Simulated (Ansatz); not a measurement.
Dissociation curve of GeBe, lowest singlet found (which spin is the ground state isn't settled by this scan).

Methods: RCCSD(T) = Ansatz (a quantum-chemistry and plane-wave program) with CCSD(T) on RHF/aug-cc-pVDZ, cores with 3d frozen; RKS-PBE = Ansatz with restricted PBE/aug-cc-pVDZ; RKS-BLYP = restricted BLYP/aug-cc-pVDZ in Ansatz; RKS-PBE0 = Ansatz with restricted PBE0/aug-cc-pVDZ; FCI = full CI/aug-cc-pVDZ, cores with 3d frozen in Ansatz.

Cost and accuracy over the 12 points of the scan, with FCI as yardstick. Costs are rough ratios of core time within Ansatz on shared cores, each with its mean field (Kohn-Sham runs search longer for lower solutions than correlated ones do); the miss is the largest error against full CI of the curve after the mean shift, in kJ/mol.

Problem. Which is the cheapest of these levels that stays within 29 kJ/mol of FCI?

Solution. RCCSD(T).

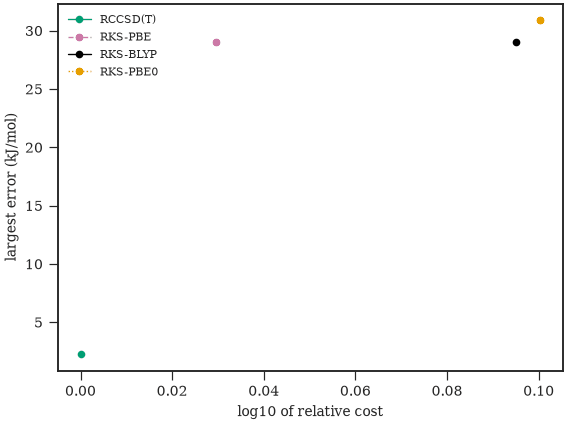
Figure. Miss against cost, one point a level.

| level | relative cost | largest error |
|---|---|---|
| RCCSD(T) | 1 | 2.3 |
| RKS-PBE | 1 | 29.0 |
| RKS-BLYP | 1 | 29.1 |
| RKS-PBE0 | 1 | 30.9 |

Costs within a factor of two of each other count as equal.

The scan ran from 1.55 to 7.36 Å; beyond the distances shown full CI changes its symmetry label. The T1 diagnostic of CCSD on the restricted reference of RCCSD(T) exceeds 0.045 at 1.55 to 1.69, 2.55 Å. The restricted form behind RKS-PBE, RKS-BLYP, RKS-PBE0 keeps the bonding electrons paired and can't separate into open-shell fragments. Also computed but left out beside FCI, since their determinant holds another spin at the minimum (<S²> over 0.7 above the pure value): UHF, UMP2, UCCSD, UCCSD(T), UKS-PBE0, UKS-BLYP, UKS-PBE, UKS-B3LYP/6-31G*, UHF/6-31G*, UHF/3-21G, UKS-LDA (SVWN5)/6-31G*.
